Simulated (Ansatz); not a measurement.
# CH₆SeSi₂: basis-set convergence

How large a basis does CH₆SeSi₂ need? Two functionals are run in growing sets.

Method: one geometry, several basis sets; program: Ansatz 0.2.0, Gaussian basis.

The runs, in order: PBE0-D4/def2-SVP; ωB97M-V/def2-SVP; PBE0-D4/def2-QZVPP; ωB97M-V/def2-QZVPP; the functionals' def2-TZVPP values are taken from earlier runs.

### Step 1. The geometry

The geometry comes from an earlier relaxation with PBE0-D4 in a triple-zeta def2 set; it is a stationary point, not always the lowest conformer.

SMILES `C1[SiH2][Se][SiH2]1`, 10 atoms, charge 0, spin multiplicity 1.

Atoms are counted from 1 here; the program's logs count them from 0.

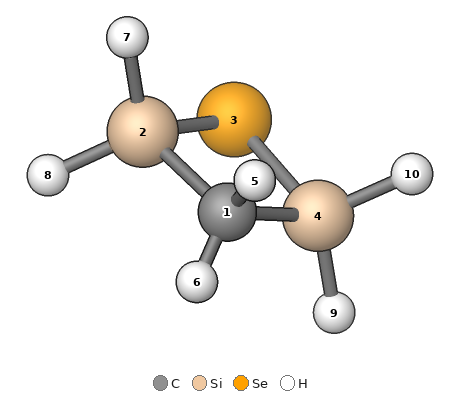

The structure; carbon grey, silicon light orange, selenium orange, hydrogen white; atoms are numbered from 1 in the order of the file.

### Step 2. PBE0-D4 in def2-SVP

in.yaml

```yaml
crystal:
  periodic: [false, false, false]
  atoms:
    - {symbol: C, position_ang: [-0.564248, 0.431492, -0.592477]}
    - {symbol: Si, position_ang: [-0.247743, -1.386782, -0.226904]}
    - {symbol: Se, position_ang: [1.334002, -1.023925, 1.394416]}
    - {symbol: Si, position_ang: [0.688111, 1.053348, 0.666434]}
    - {symbol: H, position_ang: [-0.323042, 0.714531, -1.618356]}
    - {symbol: H, position_ang: [-1.586539, 0.742471, -0.370883]}
    - {symbol: H, position_ang: [0.298715, -2.149306, -1.379377]}
    - {symbol: H, position_ang: [-1.431080, -2.114894, 0.300188]}
    - {symbol: H, position_ang: [0.096836, 1.869132, 1.758750]}
    - {symbol: H, position_ang: [1.818286, 1.812733, 0.071208]}
basis:
  gaussian: {orbitals: def2-SVP}
hamiltonian: {xc: pbe0, dispersion: d4}
output: {orbitals: {seedname: orbitals}}
```

Started as:

```sh
> ansatz run in.yaml --threads 4 --pin off --events-out ev --progress --plain --max-ram 10444MiB
```

Log:

```text
Functional definition: PBE0
  name "PBE0"
  cite "Adamo & Barone, J. Chem. Phys. 110, 6158 (1999) doi:10.1063/1.478522"
  cite "Perdew, Burke & Ernzerhof, Phys. Rev. Lett. 77, 3865 (1996) doi:10.1103/PhysRevLett.77.3865"
  parent pbe
  parameter a = 0.25
  parameter kappa = 0.804
  parameter beta = 0.06672455060314922
  exchange = (1 - a)*pbe_x(kappa = kappa, mu = beta*pi^2/3) + a*exact_x
  correlation = pbe_c(beta = beta)
1095 factors; integrals over basis functions are off by at most 1.2e-3 eV
mean field evaluation 1: about -82207.6780 eV, gradient 4.1e1 eV
mean field evaluation 2: about -82205.0454 eV, gradient 4.9e1 eV
mean field evaluation 4: about -82211.6813 eV, gradient 2.5e0 eV
mean field evaluation 8: about -82211.7342 eV, gradient 9.3e-2 eV
mean field evaluation 16: about -82211.7342 eV, gradient 5.6e-5 eV
mean field -82211.73419793 eV, -3021.2255066591 hartree, gradient 5.6e-5 eV, S^2 0.000000; 0 other end points of the search recorded, 0 dependent functions left out
reference -82211.73422484 eV, -3021.2255076479 hartree; 37, 37 occupied and 75, 75 virtual orbitals, 1095 factors
Total energy: -82211.98656374 eV, -3021.2347809314 hartree
```

Wall time 1.3 s (4 threads of AMD EPYC 7B13, shared host); peak memory 0.27 GiB.

### Step 3. ωB97M-V in def2-SVP

in.yaml, as its differences from that of step 2:

```diff
@@ -15,3 +15,3 @@
   gaussian: {orbitals: def2-SVP}
-hamiltonian: {xc: pbe0, dispersion: d4}
+hamiltonian: {xc: {name: wB97M-V}}
 output: {orbitals: {seedname: orbitals}}
```

Launched as before.

Log, shortened:

```text
Functional definition: wB97M-V
  name "wB97M-V"
  cite "Mardirossian & Head-Gordon, J. Chem. Phys. 144, 214110 (2016) doi:10.1063/1.4952647"
  cite "Becke, J. Chem. Phys. 107, 8554 (1997) doi:10.1063/1.475007"
  cite "Vydrov & Van Voorhis, J. Chem. Phys. 133, 244103 (2010) doi:10.1063/1.3521275"
  # Of w^i u^j: cxij and so on, Table III.
[...]
  gx(w, u) = 1 - cx + cx01*u + cx10*w
  gss(w, u) = css00 + css04*u^4 + css10*w + css20*w^2 + css43*w^4*u^3
  gos(w, u) = cos00 + cos10*w + (cos20 + cos21*u)*w^2 + (cos60 + cos61*u)*w^6
[...]
      + integral(e_c_pw_mod_opposite_spin*gos(b97_w_opposite, b97_u_opposite)) + vv10(b, c)
1095 factors; integrals over basis functions are off by at most 1.2e-3 eV
343 factors; integrals over basis functions are off by at most 4.3e-6 eV
[...]
mean field -82221.75664751 eV, -3021.5938248878 hartree, gradient 4.0e-5 eV, S^2 0.000000; 0 other end points of the search recorded, 0 dependent functions left out
reference -82221.75669137 eV, -3021.5938264994 hartree; 37, 37 occupied and 75, 75 virtual orbitals, 1095 factors
Total energy: -82221.75669137 eV, -3021.5938264994 hartree
```

It took 3.9 s on 4 threads of AMD EPYC 7B13, shared host; peak memory 0.4 GiB.

### Step 4. PBE0-D4 in def2-QZVPP

in.yaml, as its differences from that of step 3:

```diff
@@ -14,4 +14,4 @@
 basis:
-  gaussian: {orbitals: def2-SVP}
-hamiltonian: {xc: {name: wB97M-V}}
+  gaussian: {orbitals: "def2-QZVPP.json"}
+hamiltonian: {xc: pbe0, dispersion: d4}
 output: {orbitals: {seedname: orbitals}}
```

The command is unchanged.

Log:

```text
Functional definition: PBE0
  name "PBE0"
  cite "Adamo & Barone, J. Chem. Phys. 110, 6158 (1999) doi:10.1063/1.478522"
  cite "Perdew, Burke & Ernzerhof, Phys. Rev. Lett. 77, 3865 (1996) doi:10.1103/PhysRevLett.77.3865"
  parent pbe
  parameter a = 0.25
  parameter kappa = 0.804
  parameter beta = 0.06672455060314922
  exchange = (1 - a)*pbe_x(kappa = kappa, mu = beta*pi^2/3) + a*exact_x
  correlation = pbe_c(beta = beta)
1867 factors; their error is unknown
mean field evaluation 1: about -82221.7278 eV, gradient 5.4e1 eV
mean field evaluation 2: about -82215.2819 eV, gradient 6.8e1 eV
mean field evaluation 4: about -82228.2792 eV, gradient 4.8e0 eV
mean field evaluation 8: about -82228.3210 eV, gradient 3.8e-2 eV
mean field -82228.53114274 eV, -3021.8427829954 hartree, gradient 8.6e-5 eV, S^2 0.000000; 0 other end points of the search recorded, 0 dependent functions left out
reference -82228.53118440 eV, -3021.8427845263 hartree; 37, 37 occupied and 429, 429 virtual orbitals, 1867 factors
Total energy: -82228.78352330 eV, -3021.8520578098 hartree
```

Wall time 8.5 s (4 threads of AMD EPYC 7B13, shared host); peak memory 2.1 GiB.

### Step 5. ωB97M-V in def2-QZVPP

in.yaml, as its differences from that of step 4:

```diff
@@ -15,3 +15,3 @@
   gaussian: {orbitals: "def2-QZVPP.json"}
-hamiltonian: {xc: pbe0, dispersion: d4}
+hamiltonian: {xc: {name: wB97M-V}}
 output: {orbitals: {seedname: orbitals}}
```

Same command.

Log, shortened:

```text
Functional definition: wB97M-V
  name "wB97M-V"
  cite "Mardirossian & Head-Gordon, J. Chem. Phys. 144, 214110 (2016) doi:10.1063/1.4952647"
  cite "Becke, J. Chem. Phys. 107, 8554 (1997) doi:10.1063/1.475007"
  cite "Vydrov & Van Voorhis, J. Chem. Phys. 133, 244103 (2010) doi:10.1063/1.3521275"
  # Of w^i u^j: cxij and so on, Table III.
[...]
  gx(w, u) = 1 - cx + cx01*u + cx10*w
  gss(w, u) = css00 + css04*u^4 + css10*w + css20*w^2 + css43*w^4*u^3
  gos(w, u) = cos00 + cos10*w + (cos20 + cos21*u)*w^2 + (cos60 + cos61*u)*w^6
[...]
      + integral(e_c_pw_mod_opposite_spin*gos(b97_w_opposite, b97_u_opposite)) + vv10(b, c)
1802 factors; their error is unknown
399 factors; integrals over basis functions are off by at most 6.8e-6 eV
[...]
mean field -82238.53775719 eV, -3022.2105192936 hartree, gradient 9.7e-6 eV, S^2 0.000000; 0 other end points of the search recorded, 0 dependent functions left out
reference -82238.53782417 eV, -3022.2105217554 hartree; 37, 37 occupied and 429, 429 virtual orbitals, 1802 factors
Total energy: -82238.53782417 eV, -3022.2105217554 hartree
```

Wall time 19 s (4 threads of AMD EPYC 7B13, shared host); peak memory 2.5 GiB.

### Step 6. Functionals by basis

The def2-TZVPP values come from earlier runs at the same geometry.

```tsv
functional	basis	functions	energy (eV)	from the largest (eV)	HOMO (eV)	LUMO (eV)
PBE0-D4	def2-SVP	112	-82211.9866	16.797	-6.84	-0.31
PBE0-D4	def2-TZVPP	247	-82226.8157	1.968	-6.92	-0.58
PBE0-D4	def2-QZVPP	466	-82228.7835	0.000	-6.93	-0.67
ωB97M-V	def2-SVP	112	-82221.7567	16.781	-8.91	1.56
ωB97M-V	def2-TZVPP	247	-82236.6599	1.878	-9.02	1.08
ωB97M-V	def2-QZVPP	466	-82238.5378	0.000	-9.03	0.82
```

### Step 7. Outcome

| quantity | value |
| --- | --- |
| PBE0-D4: double and triple zeta above quadruple | 16.80, 1.97 eV |
| ωB97M-V: double and triple zeta above quadruple | 16.78, 1.88 eV |

What this shows: For PBE0-D4 the step from double to triple zeta gains 14.83 eV and the next only 1.97 eV. These are total energies; as a rule much of such shifts cancels in differences, which this series doesn't test. The LUMO of ωB97M-V is positive and keeps falling with the basis (1.56 to 0.82 eV): an unbound level that the basis holds in place.

For PBE0-D4 the largest set took about 7 times as long as the smallest (8.5 s against 1.3 s).
